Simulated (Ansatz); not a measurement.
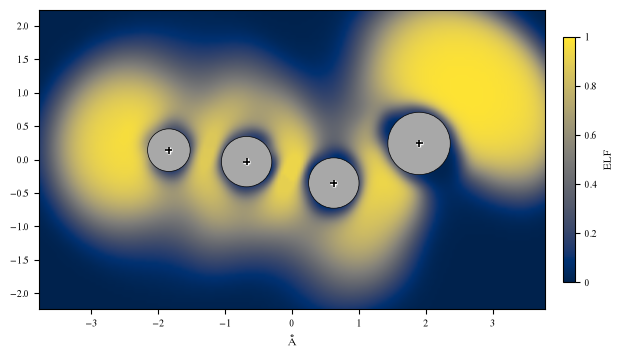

The electron localisation function on a plane through atoms (crosses mark nuclei in the plane; grey discs cover the cores).

These are results of isolated molecule in a Gaussian basis; Kohn-Sham density functional theory, functional PBE0 (Ansatz 0.2.0), not measurements.

Candidates:
A. C$_{3}$HF$_{2}$ (SMILES [C-]#CC(F)F) (charge −1)
B. C$_{2}$BN (SMILES B#CC#N)
C. CH$_{3}$AlFLiO

### Which candidate gave the map?

Candidate B: C$_{2}$BN on the molecular plane, which holds C, B and N. C–N (1.17 Å): the ELF peaks at about 0.90 between the atoms (a short, multiple covalent bond). C–C (1.34 Å): the ELF peaks at about 0.95 between the atoms; a multiple bond.
